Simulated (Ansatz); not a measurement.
# SiH₄O: nudged elastic band

SiH₄O, computed with RKS PBE0-D4/def2-SVP (Ansatz 0.2.0).

Figures and captions count atoms from 1; the log counts them from 0 in places.

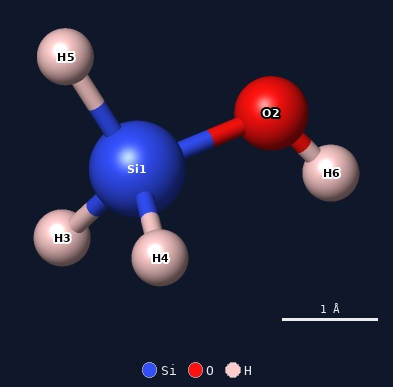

Figure 1. The starting structure (ball-and-stick view, seen at a tilt; atoms are numbered from 1 in the order of the input). Bond lengths as drawn: H–O 0.96 Å, H–Si 1.48 to 1.49 Å and O–Si 1.65 Å.

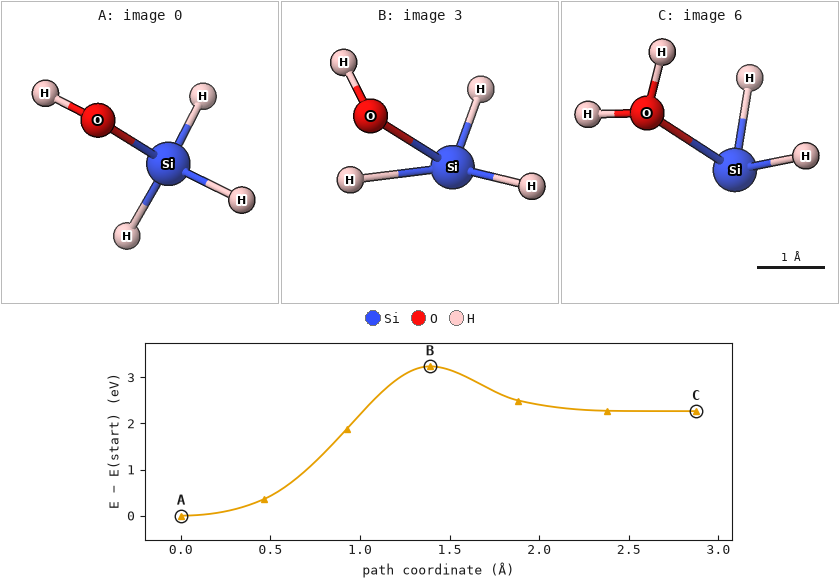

Figure 2. Images of the last band (counted from 0; ball-and-stick, seen at a tilt) above the energy along the path; the line is a cubic interpolation that uses the forces. The highest image is number 3, 3.239 eV above the start and 0.971 eV above the end (the climbing image); the end lies 2.268 eV above the start. The path is 2.87 Å long. The band converged in 10 iterations. The end points carry forces over 0.1 eV/Å, so they aren't fully relaxed minima and the barriers are approximate.

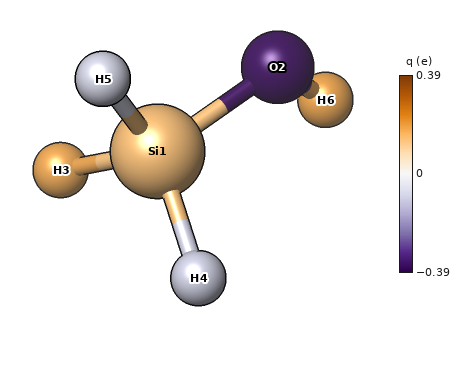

Figure 3. Mulliken charges, as the colour of each atom (ball-and-stick view, seen at a tilt; atoms are numbered from 1 in the order of the input). By element: Si +0.14, O −0.37 and H −0.09 to +0.20 e.

The input that produced these results follows, with the program's output.

Input file
```yaml
crystal:
  periodic: [false, false, false]
  atoms:
    - {symbol: Si, position_ang: [-0.385935, 0.068238, -0.052455]}
    - {symbol: O, position_ang: [1.250198, 0.225533, -0.169264]}
    - {symbol: H, position_ang: [-0.848952, -1.252029, -0.561868]}
    - {symbol: H, position_ang: [-0.852147, 0.204291, 1.355057]}
    - {symbol: H, position_ang: [-0.958367, 1.154919, -0.879033]}
    - {symbol: H, position_ang: [1.795203, -0.400953, 0.307562]}
basis:
  gaussian: {orbitals: def2-SVP}
hamiltonian: {xc: pbe0, dispersion: d4}
neb:
  images: 5
  climbing: true
  max_iterations: 40
  initial_path: idpp
  final_atoms:
    - {symbol: Si, position_ang: [-1.220344, 0.167742, -0.074509]}
    - {symbol: O, position_ang: [0.677063, -0.503383, -0.508942]}
    - {symbol: H, position_ang: [0.722262, -1.459876, -0.408262]}
    - {symbol: H, position_ang: [-0.768805, 0.351456, 1.377785]}
    - {symbol: H, position_ang: [-0.736296, 1.555669, -0.471592]}
    - {symbol: H, position_ang: [1.326121, -0.111608, 0.085520]}
```

Launched with:
```bash
ansatz run in.yaml --threads 2 --pin off --events-out ev --progress --plain --max-ram 4352MiB
```

Output
```
Functional definition: PBE0
  name "PBE0"
  cite "Adamo & Barone, J. Chem. Phys. 110, 6158 (1999) doi:10.1063/1.478522"
  cite "Perdew, Burke & Ernzerhof, Phys. Rev. Lett. 77, 3865 (1996) doi:10.1103/PhysRevLett.77.3865"
  parent pbe
  parameter a = 0.25
  parameter kappa = 0.804
  parameter beta = 0.06672455060314922
  exchange = (1 - a)*pbe_x(kappa = kappa, mu = beta*pi^2/3) + a*exact_x
  correlation = pbe_c(beta = beta)
533 factors; integrals over basis functions are off by at most 4.1e-4 eV
mean field evaluation 1: about -9977.3989 eV, gradient 4.4e1 eV
mean field evaluation 2: about -9972.0325 eV, gradient 6.9e1 eV
mean field evaluation 4: about -9980.6772 eV, gradient 6.2e-1 eV
mean field evaluation 8: about -9980.6787 eV, gradient 2.0e-3 eV
mean field -9980.67872823 eV, -366.7831781153 hartree, gradient 4.9e-5 eV, S^2 0.000000; 0 other end points of the search recorded, 0 dependent functions left out
the calculation of the forces begins
reference -9980.67874947 eV, -366.7831788959 hartree; 13, 13 occupied and 39, 39 virtual orbitals, 533 factors
535 factors; integrals over basis functions are off by at most 1.1e-3 eV
mean field evaluation 16: about -9978.4063 eV, gradient 4.9e-1 eV
mean field -9978.40620244 eV, -366.6996643330 hartree, gradient 2.3e-5 eV, S^2 0.000000; 0 other end points of the search recorded, 0 dependent functions left out
[... from here on the field's lines of each further geometry are left out, up to the last ...]
WARN: NEB end point (image 0): max|allowed force component| = 4.866e-1 eV/Å (the criterion of neb.relax_end_points is 1.000e-2). That is over neb.f_tol: it is no minimum, so the barrier can be far off. Relax it first
WARN: NEB end point (image 6): max|allowed force component| = 1.802e-1 eV/Å (the criterion of neb.relax_end_points is 1.000e-2). That is over neb.f_tol: it is no minimum, so the barrier can be far off. Relax it first
NEB iter   1: max|band force component| = 5.123e0 eV/Å  barrier→ = 4.4665 eV  barrier← = 2.1986 eV  Δτ_max = 0.2000 Å  (156 SCF iters)
NEB iter   2: max|band force component| = 3.256e0 eV/Å  barrier→ = 3.3031 eV  barrier← = 1.0353 eV  Δτ_max = 0.2000 Å  (126 SCF iters)
NEB iter   3: max|band force component| = 1.282e1 eV/Å  barrier→ = 3.2556 eV  barrier← = 0.9878 eV  Δτ_max = 0.0990 Å  (125 SCF iters)
NEB iter   4: max|band force component| = 1.629e0 eV/Å  barrier→ = 3.1581 eV  barrier← = 0.8902 eV  Δτ_max = 0.0897 Å  (117 SCF iters)
NEB iter   5: max|band force component| = 6.299e-1 eV/Å  barrier→ = 3.2135 eV  barrier← = 0.9457 eV  Δτ_max = 0.1289 Å  (108 SCF iters)
NEB iter   6: max|band force component| = 9.158e-1 eV/Å  barrier→ = 3.2480 eV  barrier← = 0.9801 eV  Δτ_max = 0.0660 Å  (123 SCF iters)
NEB iter   7: max|band force component| = 3.884e-1 eV/Å  barrier→ = 3.2366 eV  barrier← = 0.9688 eV  CI = image 3  Δτ_max = 0.0355 Å  (109 SCF iters)
NEB iter   8: max|band force component| = 1.750e-1 eV/Å  barrier→ = 3.2401 eV  barrier← = 0.9722 eV  CI = image 3  Δτ_max = 0.0084 Å  (111 SCF iters)
NEB iter   9: max|band force component| = 7.345e-2 eV/Å  barrier→ = 3.2392 eV  barrier← = 0.9713 eV  CI = image 3  Δτ_max = 0.0131 Å  (108 SCF iters)
the calculation of the forces begins
reference -9978.40321386 eV, -366.6995545048 hartree; 13, 13 occupied and 39, 39 virtual orbitals, 536 factors
these checks for a lower state are left out or cut short: stability, starts, cluster_reference, orbital_swaps, neighbouring_geometries, increment
536 factors; integrals over basis functions are off by at most 1.2e-3 eV
mean field evaluation 640: about -9977.9743 eV, gradient 1.2e1 eV
mean field -9978.40576984 eV, -366.6996484351 hartree, gradient 7.0e-6 eV, S^2 0.000000; 0 other end points of the search recorded, 0 dependent functions left out
the calculation of the forces begins
reference -9978.40579151 eV, -366.6996492315 hartree; 13, 13 occupied and 39, 39 virtual orbitals, 536 factors
NEB iter  10: max|band force component| = 2.536e-2 eV/Å  barrier→ = 3.2386 eV  barrier← = 0.9708 eV  CI = image 3  Δτ_max = 0.0000 Å  (829 SCF iters)
Total energy: -9977.49313378 eV, -366.6661096788 hartree
Atom 0 at    -0.790985     0.193728     0.014047 Å, force     0.012722    -0.018863    -0.003367 eV/Å
Atom 1 at     0.959996    -0.401647    -0.484066 Å, force     0.006957     0.020272    -0.019809 eV/Å
Atom 2 at    -0.095809    -1.129470    -0.603983 Å, force    -0.009967    -0.006650     0.005487 eV/Å
Atom 3 at    -0.630729     0.546998     1.470164 Å, force     0.001168     0.005574    -0.003113 eV/Å
Atom 4 at    -0.903169     1.524664    -0.672520 Å, force     0.002603     0.002361     0.006938 eV/Å
Atom 5 at     1.460695    -0.734273     0.276358 Å, force    -0.013483    -0.002694     0.013864 eV/Å
Dipole moment:     0.199976    -0.143017     0.241755 e Å
```

The last band as extended XYZ (Å, eV, eV/Å)
```
6
Properties=species:S:1:pos:R:3:forces:R:3 image=0 energy=-9980.73173
Si   -0.3859    0.0682   -0.0525   -0.3103  -0.0168   0.0118
O     1.2502    0.2255   -0.1693    0.4866   0.1602  -0.1208
H    -0.8490   -1.2520   -0.5619   -0.0903  -0.1371  -0.0521
H    -0.8521    0.2043    1.3551   -0.0907   0.0135   0.1460
H    -0.9584    1.1549   -0.8790   -0.0942   0.0877  -0.0666
H     1.7952   -0.4010    0.3076    0.0988  -0.1075   0.0818
6
Properties=species:S:1:pos:R:3:forces:R:3 image=1 energy=-9980.37386
Si   -0.4201    0.1300   -0.0423    0.6340  -0.0067  -0.0665
O     1.2267    0.0584   -0.3056    0.4934   0.7865   0.4004
H    -0.6224   -1.2506   -0.5599   -1.3325  -0.1037   0.1383
H    -0.7611    0.3832    1.4038   -0.1013  -0.3109  -0.1395
H    -1.0146    1.2983   -0.7687    0.0435  -0.3626  -0.1746
H     1.5916   -0.6194    0.2727    0.2629  -0.0026  -0.1582
6
Properties=species:S:1:pos:R:3:forces:R:3 image=2 energy=-9978.84879
Si   -0.5683    0.1556   -0.0165    2.1851  -0.1389  -0.2666
O     1.0914   -0.1826   -0.4242    1.0941   1.8152   0.5074
H    -0.3646   -1.2099   -0.5864   -2.9012  -0.6888   0.0935
H    -0.6866    0.4928    1.4504   -0.3237  -0.4062  -0.1331
H    -0.9750    1.4314   -0.7065   -0.2213  -0.5420  -0.1918
H     1.5031   -0.6872    0.2832    0.1670  -0.0393  -0.0094
6
Properties=species:S:1:pos:R:3:forces:R:3 image=3 energy=-9977.49311
Si   -0.7910    0.1937    0.0140    0.0127  -0.0189  -0.0034
O     0.9600   -0.4016   -0.4841    0.0070   0.0203  -0.0198
H    -0.0958   -1.1295   -0.6040   -0.0100  -0.0066   0.0055
H    -0.6307    0.5470    1.4702    0.0012   0.0056  -0.0031
H    -0.9032    1.5247   -0.6725    0.0026   0.0024   0.0069
H     1.4607   -0.7343    0.2764   -0.0135  -0.0027   0.0139
6
Properties=species:S:1:pos:R:3:forces:R:3 image=4 energy=-9978.23369
Si   -1.0299    0.2818    0.0491   -0.5057   0.1034   0.0749
O     0.8119   -0.5056   -0.4873   -0.2765  -0.1520  -0.0088
H     0.1991   -1.2478   -0.6799    0.6509  -0.2671  -0.1357
H    -0.5672    0.6259    1.4611    0.1274   0.1611  -0.0244
H    -0.7787    1.6274   -0.6042    0.1279   0.1245   0.1340
H     1.3648   -0.7817    0.2613   -0.1239   0.0302  -0.0399
6
Properties=species:S:1:pos:R:3:forces:R:3 image=5 energy=-9978.45613
Si   -1.1461    0.3871    0.0275   -0.0252   0.0125   0.0028
O     0.6173   -0.5862   -0.4746   -0.0336  -0.0168  -0.0065
H     0.3888   -1.4989   -0.6909    0.0428  -0.0366  -0.0009
H    -0.5450    0.6266    1.4231    0.0065  -0.0028  -0.0045
H    -0.5780    1.6918   -0.5296    0.0249   0.0089   0.0154
H     1.2629   -0.6204    0.2444   -0.0154   0.0349  -0.0063
6
Properties=species:S:1:pos:R:3:forces:R:3 image=6 energy=-9978.46387
Si   -1.1448    0.4592   -0.0392   -0.1802  -0.0570  -0.1133
O     0.5191   -0.6513   -0.5264   -0.1161   0.1613  -0.1183
H     0.3337   -1.5904   -0.4228    0.0332  -0.1666   0.0423
H    -0.6192    0.5238    1.3983    0.0615   0.0000   0.1323
H    -0.3502    1.6892   -0.4567    0.0526   0.1086  -0.0314
H     1.2613   -0.4305    0.0469    0.1490  -0.0462   0.0885
```

Key numbers

| quantity | value |
| --- | --- |
| outcome | converged |
| barrier, forward | 3.239 eV |
| barrier, backward | 0.971 eV |
| dipole moment (one image of the band) | 1.66 D |
| hardware | 2 threads of Arm Neoverse V1, 23 GiB of memory available, shared host |
| wall time | 44 s (CPU time 80 s) |
| peak memory | 0.32 GiB |
